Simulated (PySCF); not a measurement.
**P³⁺: dipole response in aug-cc-pVQZ-DK**

Aim: the static polarisability and the C₆ coefficient of P³⁺, method by method.

The numbers are computed with PySCF 2.14.0 (unrestricted determinants in a Gaussian basis, no spin-orbit coupling in the energies), except any that are marked as measured or tabulated.

**1. The system**

| Item | Value |
| --- | --- |
| Element | phosphorus (Z = 15) |
| Basis | aug-cc-pVQZ-DK (7s6p4d3f2g, 84 functions) |
| Hamiltonian | the spin-free X2C one-electron Hamiltonian (Gaussian nucleus) |
| State 1 | P³⁺: [Ne] 3s2, closed-shell 1S |
| Methods | UHF, PBE, PBE0, wB97X, M06 |

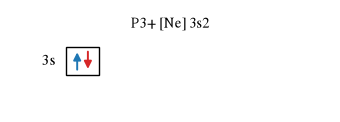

The shells outside the core, filled by Hund's rule for the drawing.

The runs were made by one driver on top of PySCF. The scripts below sum up each run's settings (the driver also hands on starting orbitals that pick excited configurations, and frozen orbitals as a list rather than a count), and the logs come from the driver's own runs. The driver starts from symmetry-adapted Hartree-Fock orbitals, holds the occupation by maximum overlap and uses a logarithmic radial grid for functionals, so a plain start would take other cycles.

The integrals over 84 functions and the set-up took 0.46 s of CPU time.

**2. P³⁺: the ladder of methods**

**UHF**

File input.py:

```python
from pyscf import gto, scf, dft, mp, cc
import basis_set_exchange as bse
mol = gto.M(atom="P 0 0 0", charge=3, spin=0, symmetry="D2h",
            basis=gto.basis.parse(bse.get_basis("aug-cc-pVQZ-DK", elements=["P"], fmt="nwchem")),
            nucmod="G")
mf = scf.UHF(mol).sfx2c1e()
mf.irrep_nelec = {'Ag': (3, 3), 'B1u': (1, 1), 'B2u': (1, 1), 'B3u': (1, 1)}
mf.kernel()
```

What it wrote:

```text
damping factor = 0
level_shift factor = 0
DIIS = <class 'pyscf.scf.diis.CDIIS'>
diis_start_cycle = 1
diis_space = 10
diis_damp = 0
SCF conv_tol = 1e-09
SCF conv_tol_grad = None
number electrons alpha = 6  beta = 6
cycle= 1 E= -339.3796026377  delta_E= -6.25e-12  |g|= 5.04e-07  |ddm|= 2.24e-05
converged SCF energy = -339.3796026377  <S^2> = -1.5987212e-14  2S+1 = 1
```

It used 2.9 s of CPU time after the integrals (shared host).

Orbital energies by shell (radii are means over both spins):

| shell | electrons | mean orbital energy (eV) | spread (eV) | rms radius (bohr) |
| --- | --- | --- | --- | --- |
| 1s | 2 | -2222.5 | 0 | 0.120 |
| 2s | 2 | -244.30 | 0 | 0.558 |
| 2p | 6 | -185.66 | 0 | 0.538 |
| 3s | 2 | -50.002 | 0 | 1.81 |

⟨S²⟩ = 0.000, ⟨L²⟩ = 0.00.

The driver then solved the coupled dipole response at imaginary frequencies: mean α = 7.069 bohr³, C₆ = 18.36 au for a like pair.

**PBE**

Changes to input.py:

```diff
@@ -5,3 +5,3 @@
             nucmod="G")
-mf = scf.UHF(mol).sfx2c1e()
+mf = dft.UKS(mol, xc="PBE").sfx2c1e()
 mf.irrep_nelec = {'Ag': (3, 3), 'B1u': (1, 1), 'B2u': (1, 1), 'B3u': (1, 1)}
```

What it wrote:

```text
damping factor = 0
level_shift factor = 0
DIIS = <class 'pyscf.scf.diis.CDIIS'>
diis_start_cycle = 1
diis_space = 10
diis_damp = 0
SCF conv_tol = 1e-09
SCF conv_tol_grad = None
number electrons alpha = 6  beta = 6
XC functionals = PBE
    J. P. Perdew, K. Burke, and M. Ernzerhof.,  Phys. Rev. Lett. 77, 3865 (1996)
    J. P. Perdew, K. Burke, and M. Ernzerhof.,  Phys. Rev. Lett. 78, 1396 (1997)
    J. P. Perdew, K. Burke, and M. Ernzerhof.,  Phys. Rev. Lett. 77, 3865 (1996)
    J. P. Perdew, K. Burke, and M. Ernzerhof.,  Phys. Rev. Lett. 78, 1396 (1997)
cycle= 1 E= -339.712660573617  delta_E= -0.00402  |g|= 0.037  |ddm|= 1.04
cycle= 2 E= -339.712782570522  delta_E= -0.000122  |g|= 0.0119  |ddm|= 0.382
cycle= 3 E= -339.712797952261  delta_E= -1.54e-05  |g|= 0.000155  |ddm|= 0.0889
cycle= 4 E= -339.712797956211  delta_E= -3.95e-09  |g|= 4.79e-07  |ddm|= 0.000872
cycle= 5 E= -339.71279795621  delta_E= 1.71e-13  |g|= 3.53e-09  |ddm|= 2.59e-06
converged SCF energy = -339.71279795621  <S^2> = -1.0658141e-14  2S+1 = 1
```

CPU time 2.2 s on a shared host, the integrals not counted.

The driver then solved the coupled dipole response at imaginary frequencies: mean α = 6.597 bohr³, C₆ = 16.45 au for a like pair.

**PBE0**

Changes to input.py:

```diff
@@ -5,3 +5,3 @@
             nucmod="G")
-mf = dft.UKS(mol, xc="PBE").sfx2c1e()
+mf = dft.UKS(mol, xc="PBE0").sfx2c1e()
 mf.irrep_nelec = {'Ag': (3, 3), 'B1u': (1, 1), 'B2u': (1, 1), 'B3u': (1, 1)}
```

What it wrote:

```text
damping factor = 0
level_shift factor = 0
DIIS = <class 'pyscf.scf.diis.CDIIS'>
diis_start_cycle = 1
diis_space = 10
diis_damp = 0
SCF conv_tol = 1e-09
SCF conv_tol_grad = None
number electrons alpha = 6  beta = 6
XC functionals = PBE0
    C. Adamo and V. Barone.,  J. Chem. Phys. 110, 6158 (1999)
    M. Ernzerhof and G. E. Scuseria.,  J. Chem. Phys. 110, 5029 (1999)
cycle= 1 E= -339.739030742865  delta_E= -0.00218  |g|= 0.0198  |ddm|= 0.654
cycle= 2 E= -339.739069851906  delta_E= -3.91e-05  |g|= 0.00527  |ddm|= 0.197
cycle= 3 E= -339.739072824244  delta_E= -2.97e-06  |g|= 2.2e-05  |ddm|= 0.0384
cycle= 4 E= -339.739072824332  delta_E= -8.8e-11  |g|= 4.1e-07  |ddm|= 0.000236
converged SCF energy = -339.739072824332  <S^2> = -1.5987212e-14  2S+1 = 1
```

CPU time 4.7 s on a shared host, the integrals not counted.

The driver then solved the coupled dipole response at imaginary frequencies: mean α = 6.740 bohr³, C₆ = 17.01 au for a like pair.

**wB97X**

Changes to input.py:

```diff
@@ -5,3 +5,3 @@
             nucmod="G")
-mf = dft.UKS(mol, xc="PBE0").sfx2c1e()
+mf = dft.UKS(mol, xc="WB97X").sfx2c1e()
 mf.irrep_nelec = {'Ag': (3, 3), 'B1u': (1, 1), 'B2u': (1, 1), 'B3u': (1, 1)}
```

What it wrote:

```text
damping factor = 0
level_shift factor = 0
DIIS = <class 'pyscf.scf.diis.CDIIS'>
diis_start_cycle = 1
diis_space = 10
diis_damp = 0
SCF conv_tol = 1e-09
SCF conv_tol_grad = None
number electrons alpha = 6  beta = 6
XC functionals = WB97X
    J.-D. Chai and M. Head-Gordon.,  J. Chem. Phys. 128, 084106 (2008)
cycle= 1 E= -339.874149164245  delta_E= -0.00294  |g|= 0.0204  |ddm|= 0.766
cycle= 2 E= -339.874216211706  delta_E= -6.7e-05  |g|= 0.00515  |ddm|= 0.193
cycle= 3 E= -339.87421920309  delta_E= -2.99e-06  |g|= 0.00034  |ddm|= 0.0394
cycle= 4 E= -339.874219283007  delta_E= -7.99e-08  |g|= 1.19e-05  |ddm|= 0.00275
cycle= 5 E= -339.8742192831  delta_E= -9.31e-11  |g|= 6.22e-07  |ddm|= 8.58e-05
converged SCF energy = -339.8742192831  <S^2> = -1.4210855e-14  2S+1 = 1
```

CPU time 7.2 s on a shared host, the integrals not counted.

The driver then solved the coupled dipole response at imaginary frequencies: mean α = 6.587 bohr³, C₆ = 16.46 au for a like pair.

**M06**

Changes to input.py:

```diff
@@ -5,3 +5,3 @@
             nucmod="G")
-mf = dft.UKS(mol, xc="WB97X").sfx2c1e()
+mf = dft.UKS(mol, xc="M06").sfx2c1e()
 mf.irrep_nelec = {'Ag': (3, 3), 'B1u': (1, 1), 'B2u': (1, 1), 'B3u': (1, 1)}
```

What it wrote:

```text
damping factor = 0
level_shift factor = 0
DIIS = <class 'pyscf.scf.diis.CDIIS'>
diis_start_cycle = 1
diis_space = 10
diis_damp = 0
SCF conv_tol = 1e-09
SCF conv_tol_grad = None
number electrons alpha = 6  beta = 6
XC functionals = M06
    Y. Zhao and D. G. Truhlar.,  Theor. Chem. Acc. 120, 215 (2008)
    Y. Zhao and D. G. Truhlar.,  Theor. Chem. Acc. 120, 215 (2008)
cycle= 1 E= -339.873686915212  delta_E= -0.00512  |g|= 0.0242  |ddm|= 1.28
cycle= 2 E= -339.873743270694  delta_E= -5.64e-05  |g|= 0.00636  |ddm|= 0.225
cycle= 3 E= -339.873747588072  delta_E= -4.32e-06  |g|= 0.00019  |ddm|= 0.0563
cycle= 4 E= -339.873747591521  delta_E= -3.45e-09  |g|= 2.94e-06  |ddm|= 0.00128
cycle= 5 E= -339.873747591524  delta_E= -3.75e-12  |g|= 1.13e-07  |ddm|= 3.59e-05
converged SCF energy = -339.873747591524  <S^2> = -9.7699626e-15  2S+1 = 1
```

CPU time 11 s on a shared host, the integrals not counted.

The driver then solved the coupled dipole response at imaginary frequencies: mean α = 6.226 bohr³, C₆ = 14.88 au for a like pair.

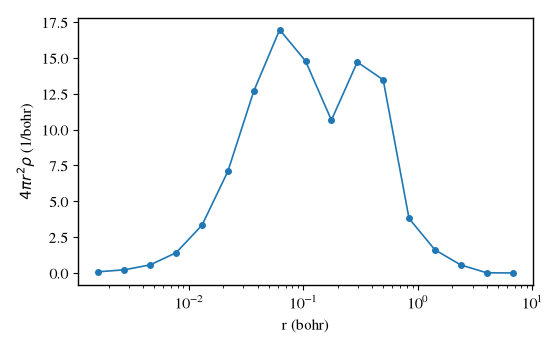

Radial density 4πr²ρ of P³⁺ at UHF, at 17 stored radii joined by straight lines.

**3. The response side by side**

P³⁺, in atomic units:

| method | mean α | C₆ (like pair) | S(−4) |
| --- | --- | --- | --- |
| UHF | 7.069 | 18.36 | 30.84 |
| PBE | 6.597 | 16.45 | 27.36 |
| PBE0 | 6.740 | 17.01 | 28.45 |
| wB97X | 6.587 | 16.46 | 27.14 |
| M06 | 6.226 | 14.88 | 25.01 |

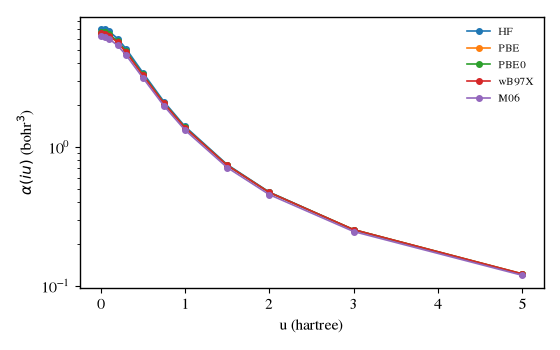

α(iu) of P³⁺, the polarisability at imaginary frequency, on a logarithmic scale.

**4. Results**

| quantity | value |
| --- | --- |
| α of P³⁺ | 6.226 (M06) to 7.069 (UHF) bohr³ |

In words: A single London oscillator with the computed α and C₆ of P³⁺ at UHF would have ω = 4 C₆ / (3 α²) = 0.490 hartree. The basis is finite, and no extrapolation was made.
